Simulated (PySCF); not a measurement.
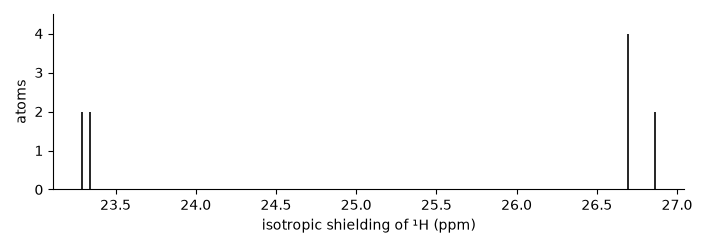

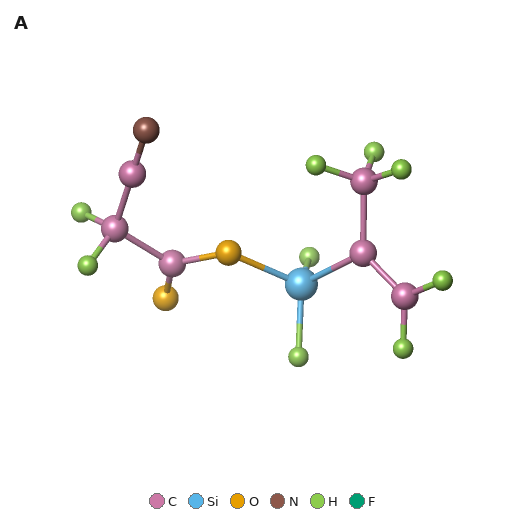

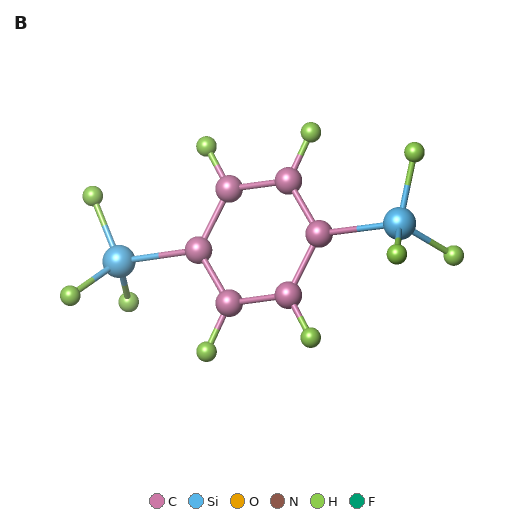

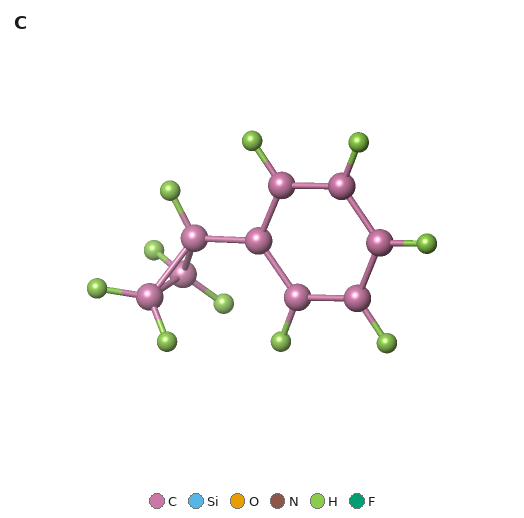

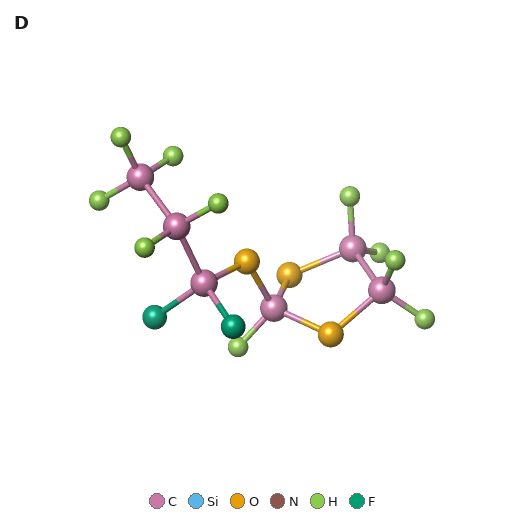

The sticks are computed shieldings of one of the molecules, for one fixed geometry (PBE0-D3(BJ)/def2-SVP) without averaging over rotations. Low shielding means a high chemical shift. Method: GIAO PBE0/pcSseg-1 NMR shielding, non-relativistic, IEF-PCM dimethylsulfoxide (PySCF 2.14.0).

Question: Match the spectrum to a structure.

Answer: B, `[SiH3]c1ccc([SiH3])cc1`. Its 10 H atoms give lines at 23.29 (2 atoms), 23.34 (2 atoms), 26.69 (4 atoms), 26.87 (2 atoms) ppm.
